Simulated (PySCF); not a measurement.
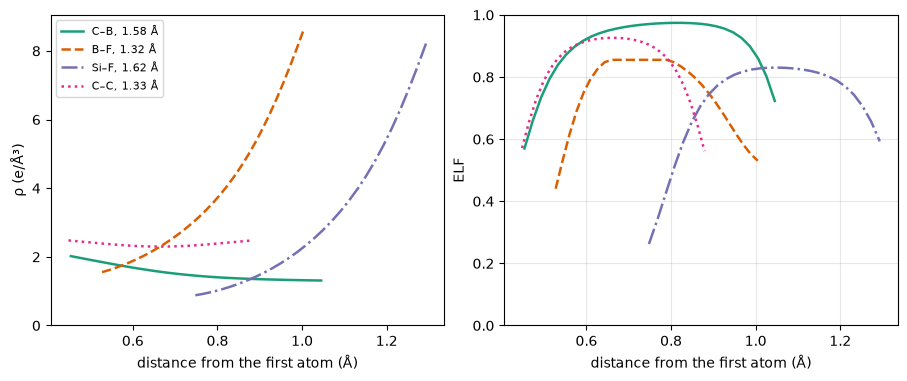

Figure 1: C₃H₆BF₃Si (SMILES C=C(CB(F)F)[SiH2]F). Electron density and electron localisation function along straight lines between neighbouring atoms. The curves leave out the atomic cores.

Geometry: GFN2-xTB.

All numbers below come from PySCF, PBE0/pcSseg-1, SCF density, gas phase, non-relativistic.

```xyz
14

C    -0.8796    1.6555    0.7229
C    -0.4348    0.4862    0.2803
C     0.9478    0.3556   -0.3060
B     1.9416   -0.4735    0.5960
F     1.5825   -1.1081    1.6939
F     3.2251   -0.5850    0.3178
Si   -1.4610   -1.0946    0.3789
F    -0.9342   -2.0235   -0.8349
H    -0.2833    2.5544    0.6752
H    -1.8615    1.7628    1.1509
H     1.3702    1.3434   -0.5135
H     0.8764   -0.1518   -1.2739
H    -1.2290   -1.8781    1.5802
H    -2.8608   -0.8437    0.0701
```

What can be read from the curves?

Answer. C–B (1.58 Å): the density is about 1.4 e/Å³ at the midpoint; the ELF peaks at about 1 between the atoms; a covalent bond.
B–F (1.32 Å): ρ is about 2.3 e/Å³ halfway; the ELF peaks at about 0.85 between the atoms; a shared but strongly polarised pair.
Si–F (1.62 Å): the density is about 1 e/Å³ at the midpoint; the ELF peaks at about 0.85 in the valence shell of F, 0.6 Å from its nucleus, and is about 0.50 at the midpoint.
C–C (1.33 Å): ρ is about 2.3 e/Å³ halfway; the ELF peaks at about 0.95 between the atoms: a multiple bond.
